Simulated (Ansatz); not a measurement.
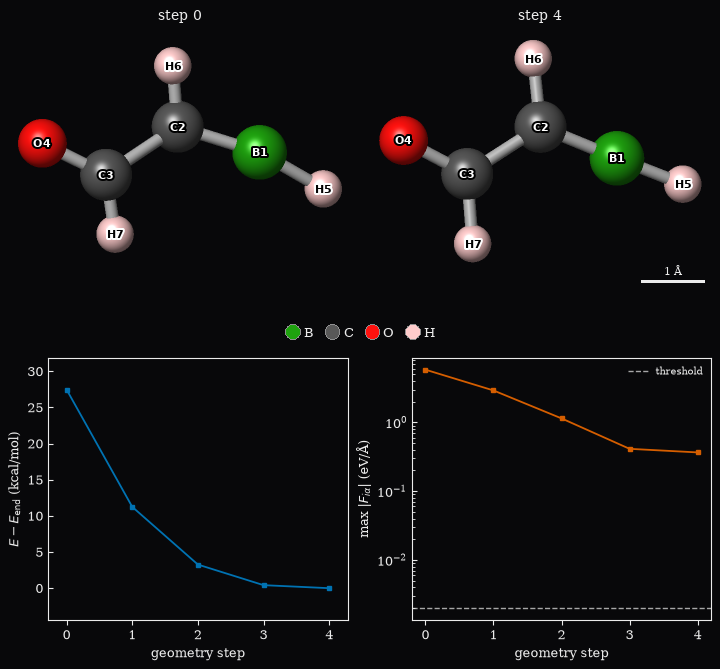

First and last geometry of a relaxation of C$_{2}$H$_{3}$BO, with the history of the run. A ball-and-stick model, seen from a free direction.

The calculation used Ansatz 0.2.0, RKS PBE-D4/def2-SVP.

Input file:
```yaml
crystal:
  periodic: [false, false, false]
  atoms:
    - {symbol: B, position_ang: [-0.663756, 1.093329, -0.713156]}
    - {symbol: C, position_ang: [0.004620, 0.410428, 0.321267]}
    - {symbol: C, position_ang: [0.572091, -1.025597, 0.352473]}
    - {symbol: O, position_ang: [1.200452, -1.434093, 1.254058]}
    - {symbol: H, position_ang: [-1.477114, 1.466100, -1.598250]}
    - {symbol: H, position_ang: [0.535921, 1.010691, 0.914645]}
    - {symbol: H, position_ang: [0.038631, -1.562371, -0.268458]}
basis:
  gaussian: {orbitals: def2-SVP}
hamiltonian: {xc: pbe, dispersion: d4}
relax: {f_tol: 0.002, max_steps: 5, max_displacement: 0.05}
```

Command:
```bash
ansatz run in.yaml --threads 2 --pin off --events-out ev --progress --plain --max-ram 3481MiB
```

Read the history and describe the run.

Answer. The relaxation stopped without meeting its thresholds, so the last structure isn't shown to be converged. It used up its limit of 5 steps. Over 4 geometry steps the energy falls by 27.5 kcal/mol. The largest force component goes from 5.8 to 0.37 eV/Å. The atom that moves furthest after the best rigid fit is H7 (0.16 Å). By element the largest moves are H 0.16 Å, C 0.12 Å, B 0.11 Å, O 0.06 Å. Near-neighbour distances that change, for instance: C3–H7 0.979 → 1.121 Å, C2–H6 0.997 → 1.101 Å, C2–C3 1.544 → 1.475 Å, B1–H5 1.259 → 1.198 Å. Bond angles that change, for instance: C2–B1–H5 165.2° → 179.0°, C2–C3–H7 107.3° → 116.1°, O4–C3–H7 126.1° → 121.0°. Cost: 4.7 s on 2 threads of Arm Neoverse V1, with other jobs on the host.
